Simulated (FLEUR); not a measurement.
# Magnetic state of RbMnF3 from several starts, part 2 of 3

Does RbMnF3 prefer parallel or opposed moments?

FLEUR MaX-R8.1; LDA (VWN) with U = 4.9 eV, J = 0.9 eV on Mn d; all-electron FLAPW, Dirac cores, scalar-relativistic bands.

So far, largest spin moment in the muffin-tin sphere (μB): step 2 (start 1: ferro +) 4.72.

## (3) Order 2, typed as antiferro q=(0,0,1/2) +-

An opposed order shows whether neighbours prefer unlike signs.

The cell is doubled to 10 atoms to hold this order. The mesh is halved along the doubled vector, so that both cells sample the same points. The k list default-1 (kpts.xml, not shown) is a Γ-centred 6×6×3 mesh.

The input, inp.xml:

```
<?xml version="1.0" encoding="UTF-8" standalone="no"?>
<fleurInput fleurInputVersion="0.39">
   <comment>
      RbMnF3
   </comment>
   <calculationSetup>
      <cutoffs Kmax="4.26" Gmax="12.8" GmaxXC="12.8" numbands="0"/>
      <scfLoop itmax="130" minDistance="0.0001" maxIterBroyd="15" imix="Anderson" alpha="0.05" precondParam="0.0" spinf="2.0" sdNocoIR="T"/>
      <coreElectrons ctail="T" frcor="F" kcrel="0" coretail_lmax="0"/>
      <xcFunctional name="vwn" relativisticCorrections="F"/>
      <magnetism jspins="2"/>
      <soc l_soc="F" theta="0.0" phi="0.0" spav="F"/>
      <expertModes spex="0" secvar="F"/>
      <geometryOptimization l_f="F" forcealpha="1.0" forcemix="BFGS" epsdisp="0.00001" epsforce="0.00001"/>
      <ldaU l_linMix="F" mixParam="0.05" spinf="1.0"/>
   </calculationSetup>
   <cell>
      <bzIntegration valenceElectrons="90.0" mode="hist" fermiSmearingEnergy="0.00293995">
         <kPointListSelection listName="default-1"/>
         <xi:include xmlns:xi="http://www.w3.org/2001/XInclude" href="kpts.xml"> </xi:include>
      </bzIntegration>
      <xi:include xmlns:xi="http://www.w3.org/2001/XInclude" href="sym.xml"> </xi:include>
      <bulkLattice scale="1.0">
         <bravaisMatrix>
            <row-1>    7.9982131745996679     0.0000000000000000     0.0000000000000000</row-1>
            <row-2>    0.0000000000000000     7.9982131745996679     0.0000000000000000</row-2>
            <row-3>    0.0000000000000000     0.0000000000000000    15.9964263491993357</row-3>
         </bravaisMatrix>
      </bulkLattice>
   </cell>
   <atomSpecies>
      <species name="Rubidium (Rb)" element="Rb" atomicNumber="37">
         <mtSphere radius="2.8" gridPoints="925" logIncrement="0.014"/>
         <atomicCutoffs lmax="10" lnonsphr="8"/>
         <electronConfig flipSpins="F">
            <coreConfig>(1s1/2) (2s1/2) (2p1/2) (2p3/2) (3s1/2) (3p1/2) (3p3/2) (3d3/2) (3d5/2)</coreConfig>
            <valenceConfig>(4s1/2) (4p1/2) (4p3/2) (5s1/2)</valenceConfig>
            <stateOccupation state="(5s1/2)" spinUp="0.500000" spinDown="0.500000"/>
         </electronConfig>
         <energyParameters s="5" p="5" d="4" f="4"/>
         <lo type="SCLO" l="0" n="4" eDeriv="0"/>
         <lo type="SCLO" l="1" n="4" eDeriv="0"/>
      </species>
      <species name="Manganese 4.501" element="Mn" atomicNumber="25">
         <mtSphere radius="2.49" gridPoints="823" logIncrement="0.015"/>
         <atomicCutoffs lmax="10" lnonsphr="8"/>
         <electronConfig flipSpins="F">
            <coreConfig>(1s1/2) (2s1/2) (2p1/2) (2p3/2)</coreConfig>
            <valenceConfig>(3s1/2) (3p1/2) (3p3/2) (4s1/2) (3d3/2) (3d5/2)</valenceConfig>
            <stateOccupation state="(3d3/2)" spinUp="1.7505" spinDown="0.2495"/>
            <stateOccupation state="(3d5/2)" spinUp="3.0" spinDown="0.0"/>
         </electronConfig>
         <energyParameters s="4" p="4" d="3" f="4"/>
         <ldaU l="2" U="4.9" J="0.9" l_amf="F"/>
         <lo type="SCLO" l="0" n="3" eDeriv="0"/>
         <lo type="SCLO" l="1" n="3" eDeriv="0"/>
      </species>
      <species name="Manganese -4.501" element="Mn" atomicNumber="25">
         <mtSphere radius="2.49" gridPoints="823" logIncrement="0.015"/>
         <atomicCutoffs lmax="10" lnonsphr="8"/>
         <electronConfig flipSpins="F">
            <coreConfig>(1s1/2) (2s1/2) (2p1/2) (2p3/2)</coreConfig>
            <valenceConfig>(3s1/2) (3p1/2) (3p3/2) (4s1/2) (3d3/2) (3d5/2)</valenceConfig>
            <stateOccupation state="(3d3/2)" spinUp="0.2495" spinDown="1.7505"/>
            <stateOccupation state="(3d5/2)" spinUp="0.0" spinDown="3.0"/>
         </electronConfig>
         <energyParameters s="4" p="4" d="3" f="4"/>
         <ldaU l="2" U="4.9" J="0.9" l_amf="F"/>
         <lo type="SCLO" l="0" n="3" eDeriv="0"/>
         <lo type="SCLO" l="1" n="3" eDeriv="0"/>
      </species>
      <species name="Fluorine (F)" element="F" atomicNumber="9">
         <mtSphere radius="1.41" gridPoints="467" logIncrement="0.023"/>
         <atomicCutoffs lmax="6" lnonsphr="4"/>
         <electronConfig flipSpins="F">
            <coreConfig>(1s1/2)</coreConfig>
            <valenceConfig>(2s1/2) (2p1/2) (2p3/2)</valenceConfig>
            <stateOccupation state="(2p1/2)" spinUp="0.833333" spinDown="0.833333"/>
            <stateOccupation state="(2p3/2)" spinUp="1.666667" spinDown="1.666667"/>
         </electronConfig>
         <energyParameters s="2" p="2" d="3" f="4"/>
      </species>
   </atomSpecies>
   <atomGroups>
      <atomGroup species="Rubidium (Rb)">
         <relPos label="                   1">.0000000000 .0000000000 -1.000/4.000</relPos>
         <relPos label="                   2">.0000000000 .0000000000 1.000/4.000</relPos>
         <force calculate="T" relaxXYZ="TTT"/>
      </atomGroup>
      <atomGroup species="Manganese 4.501">
         <relPos label="                   3">1.000/2.000 1.000/2.000 .0000000000</relPos>
         <force calculate="T" relaxXYZ="TTT"/>
      </atomGroup>
      <atomGroup species="Manganese -4.501">
         <relPos label="                   4">1.000/2.000 1.000/2.000 1.000/2.000</relPos>
         <force calculate="T" relaxXYZ="TTT"/>
      </atomGroup>
      <atomGroup species="Fluorine (F)">
         <relPos label="                   5">1.000/2.000 .0000000000 .0000000000</relPos>
         <relPos label="                   9">.0000000000 1.000/2.000 .0000000000</relPos>
         <force calculate="T" relaxXYZ="TTT"/>
      </atomGroup>
      <atomGroup species="Fluorine (F)">
         <relPos label="                   6">1.000/2.000 .0000000000 1.000/2.000</relPos>
         <relPos label="                  10">.0000000000 1.000/2.000 1.000/2.000</relPos>
         <force calculate="T" relaxXYZ="TTT"/>
      </atomGroup>
      <atomGroup species="Fluorine (F)">
         <relPos label="                   7">1.000/2.000 1.000/2.000 -1.000/4.000</relPos>
         <relPos label="                   8">1.000/2.000 1.000/2.000 1.000/4.000</relPos>
         <force calculate="T" relaxXYZ="TTT"/>
      </atomGroup>
   </atomGroups>
   <output dos="F" band="F" slice="F">
      <bandDOS minEnergy="-.5*Htr" maxEnergy="0.5*Htr" sigma="0.015" storeEVData="T"/>
      <plotting iplot="0" polar="F">
         <plot TwoD="T" vec1="  1.0  0.0  0.0" vec2="  0.0  1.0  0.0" vec3="  0.0  0.0  1.0" zero="  0.0  0.0  0.0" file="plot"/>
      </plotting>
      <moessbauerParams electricFieldGradient="F" isomerShift="F" coreHyperfine="F" valenceHyperfine="F"/>
   </output>
</fleurInput>
```

The input, crystal.txt:

```
RbMnF3
&input film=F cartesian=F /
4.23247214000  0.00000000000  0.00000000000
0.00000000000  4.23247214000  0.00000000000
0.00000000000  0.00000000000  8.46494428000
1.8897261246
1.0 1.0 1.0

10
37 0.00000000000  0.00000000000  0.00000000000
37 0.00000000000  0.00000000000  0.50000000000
25 0.50000000000  0.50000000000  0.25000000000 : 4.501
25 0.50000000000  0.50000000000  0.75000000000 : -4.501
9 0.50000000000  0.00000000000  0.25000000000
9 0.50000000000  0.00000000000  0.75000000000
9 0.50000000000  0.50000000000  0.00000000000
9 0.50000000000  0.50000000000  0.50000000000
9 0.00000000000  0.50000000000  0.25000000000
9 0.00000000000  0.50000000000  0.75000000000

&kpt div1=6 div2=6 div3=3 gamma=T /
```

Command:

```sh
$ OMP_NUM_THREADS=1 inpgen -f crystal.txt > inpgen.log  # inp.xml is then edited as shown
$ OMP_NUM_THREADS=1 mpirun -n 4 fleur_MPI > fleur.log
```

Output:

```text
[banner, memory and clock lines left out]
Welcome to FLEUR        (www.flapw.de)
      MaX-Release 8.1          (www.max-centre.eu)

 ========== k-point set info ==========
 Selected k-point list: default-1
 k-point list type: mesh
 6 x 6 x 3
 Number of k points: 20

 ------------Calculation Setup---------------------------
 Number of PE/node        :            4
 Number of OMP-threads    :            1
 k-points in parallel     :            4
 pe's per k-point         :            1
 No of k-point loops      :            5
 Eigenvalue solver        :       lapack
 Number of basis functions:         1433
 Approximate size of matrices (H+S) per k-point:         0.031 GB
 no density matrix found ... skipping LDA+U
 Reset of history
 Iteration:     1   Distance:      12.30126519 me/bohr^3
 Iteration:     2   Distance:      11.06775180 me/bohr^3
 Iteration:     3   Distance:       9.72162558 me/bohr^3
 Iteration:     4   Distance:       5.59773076 me/bohr^3
 Iteration:     5   Distance:       4.51904435 me/bohr^3
 Iteration:     6   Distance:       1.45813296 me/bohr^3
 Iteration:     7   Distance:       0.41286006 me/bohr^3
 Iteration:     8   Distance:       0.71203734 me/bohr^3
 Iteration:     9   Distance:       0.04910976 me/bohr^3
 Iteration:    10   Distance:       0.04658478 me/bohr^3
 Iteration:    11   Distance:       0.01166304 me/bohr^3
 Iteration:    12   Distance:       0.01255024 me/bohr^3
 Iteration:    13   Distance:       0.00498488 me/bohr^3
 Iteration:    14   Distance:       0.00327356 me/bohr^3
 Iteration:    15   Distance:       0.00082082 me/bohr^3
 Iteration:    16   Distance:       0.00049936 me/bohr^3
 Iteration:    17   Distance:       0.00047209 me/bohr^3
 Iteration:    18   Distance:       0.00022596 me/bohr^3
 Iteration:    19   Distance:       0.00006286 me/bohr^3

 ********************************************************************
 Run finished successfully
 Stop message:
   all done
 ********************************************************************

--- out.xml (last complete iteration) ---
<iteration numberForCurrentRun="   19" overallNumber="   19">
         [... left out ...]
         <bandgap value="2.9225325357" units="eV"/>
         <sumValenceSingleParticleEnergies value="-40.1204986184" units="Htr"/>
         <FermiEnergy value="0.1786844138" units="Htr"/>
         <valenceDensity>
            <mtCharges spin="1">
               <mtCharge atomType="1" total="3.8255592" s="0.9916025" p="2.7992413" d="0.0270529" f="0.0056672"/>
               <mtCharge atomType="2" total="9.2406481" s="1.1275072" p="3.1586410" d="4.8861578" f="0.0448229"/>
               <mtCharge atomType="3" total="4.5386988" s="1.1046916" p="3.1373196" d="0.2301502" f="0.0433665"/>
               <mtCharge atomType="4" total="2.8497567" s="0.8088320" p="2.0388605" d="0.0017546" f="0.0002554"/>
               <mtCharge atomType="5" total="2.8073174" s="0.8045007" p="2.0024878" d="0.0002520" f="0.0000611"/>
               <mtCharge atomType="6" total="2.8283279" s="0.8068443" p="2.0202593" d="0.0010341" f="0.0001549"/>
            </mtCharges>
            <mtCharges spin="2">
               <mtCharge atomType="1" total="3.8255592" s="0.9916025" p="2.7992413" d="0.0270529" f="0.0056672"/>
               <mtCharge atomType="2" total="4.5386988" s="1.1046916" p="3.1373196" d="0.2301502" f="0.0433665"/>
               <mtCharge atomType="3" total="9.2406481" s="1.1275072" p="3.1586410" d="4.8861578" f="0.0448229"/>
               <mtCharge atomType="4" total="2.8073174" s="0.8045007" p="2.0024878" d="0.0002520" f="0.0000611"/>
               <mtCharge atomType="5" total="2.8497567" s="0.8088320" p="2.0388605" d="0.0017546" f="0.0002554"/>
               <mtCharge atomType="6" total="2.8283279" s="0.8068443" p="2.0202593" d="0.0010341" f="0.0001549"/>
            </mtCharges>
            <spinDependentCharge spin="1" total="45.0000000" interstitial="6.5987308" mtSpheres="38.4012692"/>
            <spinDependentCharge spin="2" total="45.0000000" interstitial="6.5987308" mtSpheres="38.4012692"/>
            <totalCharge value="90.0000000000"/>
         </valenceDensity>
         [... left out ...]
         <magneticMomentsInMTSpheres units="muBohr">
            <globalMagMoment atomType="1" vec="0.00000   0.00000   0.00000"/>
            <localMagMoment atomType="1" vec="0.00000   0.00000   0.00000"/>
            <globalMagMoment atomType="2" vec="0.00000   0.00000   4.70195"/>
            <localMagMoment atomType="2" vec="0.00000   0.00000   4.70195"/>
            <globalMagMoment atomType="3" vec="0.00000   0.00000  -4.70195"/>
            <localMagMoment atomType="3" vec="0.00000   0.00000  -4.70195"/>
            <globalMagMoment atomType="4" vec="0.00000   0.00000   0.04244"/>
            <localMagMoment atomType="4" vec="0.00000   0.00000   0.04244"/>
            <globalMagMoment atomType="5" vec="0.00000   0.00000  -0.04244"/>
            <localMagMoment atomType="5" vec="0.00000   0.00000  -0.04244"/>
            <globalMagMoment atomType="6" vec="0.00000   0.00000   0.00000"/>
            <localMagMoment atomType="6" vec="0.00000   0.00000   0.00000"/>
         </magneticMomentsInMTSpheres>
         [... left out ...]
         <totalEnergy value="    -8865.4023723853" units="Htr">
            <sumOfEigenvalues value="    -5124.4667027063">
               <coreElectrons value="-5084.3462040879"/>
               <valenceElectrons value="-40.1204986184"/>
            </sumOfEigenvalues>
            <densityCoulombPotentialIntegral value="-13713.0559204376"/>
            <densityEffectivePotentialIntegral value="-14181.8673564236"/>
            <chargeDenXCDenIntegral value="-354.1971332256"/>
            <FockExchangeEnergyValence value="0.0000000000"/>
            <FockExchangeEnergyCore value="0.0000000000"/>
         [... left out ...]
            <dftUCorrection value="-0.7045459982"/>
            <tkbTimesEntropy value="0.0000000000"/>
            <freeEnergy value="-8865.4023723853"/>
            <extrapolationTo0K value="-8865.4023723853"/>
         </totalEnergy>
         [... left out ...]
         <ldaUDensityMatrixConvergence>
            <distance spin="1" distance="0.000001"/>
            <distance spin="2" distance="0.000001"/>
         </ldaUDensityMatrixConvergence>
         <densityConvergence units="me/bohr^3">
            <chargeDensity spin="1" distance="0.0000371261"/>
            <chargeDensity spin="2" distance="0.0000371260"/>
            <overallChargeDensity distance="0.0000628568"/>
            <spinDensity distance="0.0000395272"/>
         </densityConvergence>
      </iteration>
```

Wall time 95 s (4 MPI ranks of AMD EPYC 9R45, shared host); peak memory 0.75 GiB.

Spin moment in the muffin-tin sphere by atom:

| atom | spin moment in the muffin-tin sphere (μB) |
| --- | --- |
| Rb1 | 0.00 |
| Rb2 | 0.00 |
| Mn3 | 4.70 |
| Mn4 | -4.70 |
| F5 | 0.04 |
| F6 | -0.04 |
| F7 | 0.00 |
| F8 | 0.00 |
| F9 | 0.04 |
| F10 | -0.04 |

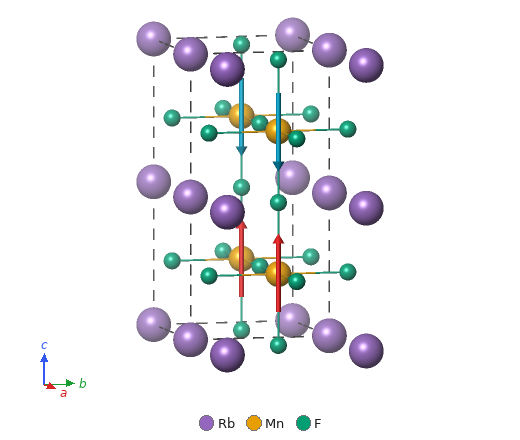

Spin moment in the muffin-tin sphere as arrows, the longest 4.70 μB. Up and down stand for the sign. Arrows give size and sign along the axis of quantisation, drawn up and down the page. The two directions have two colours. 2×1×1 cells are drawn. Some periodic images of atoms are drawn too.

This step gave:

```yaml
free_energy: -241239.8882 eV
program_s_band_gap_on_this_mesh_in_a_metal_only_a_level_spacing: 2.923 eV
magnetization: 0 μB
final_state: antiferromagnetic
```

It lies 10.2 meV a seeded atom under the first start, and its largest moment is 4.70 μB against 4.72 μB.

## (4) Energies of the orders

Free energies are divided by the number of seeded atoms, so that cells of unlike size compare. Wavevectors q in the names are fractions of the primitive cell's reciprocal vectors.

Orders:

| start | final state | typed order kept | energy over the lowest (meV a seeded atom) | largest sphere moment (μB) | net moment (μB a primitive cell) | mesh matched | CPU time (s) |
| --- | --- | --- | --- | --- | --- | --- | --- |
| ferro + | ferromagnetic | yes | 10.21 | 4.716 | 5 | yes | 68.92 |
| antiferro q=(0,0,1/2) +- | antiferromagnetic | yes | 0 | 4.702 | 0 | yes | 377.4 |

(Part 2 of 3 ends here.)

[Logs and program files are shortened in this print: banners, set-up blocks, solver, clock and traceback lines can be left out without a mark of their own.]

[Logs are printed without paths, hosts, clocks, repeated set-up lines and the standing remarks that a program may print on its own settings, such as how far it seeks lower states.]

[Hosts, paths, dates, database ids (printed as entryN), source tags and the programs' standing remarks are cut or masked in the printed files.]

[Where a cell is said to come from a database of computed structures, the database is the Materials Project.]
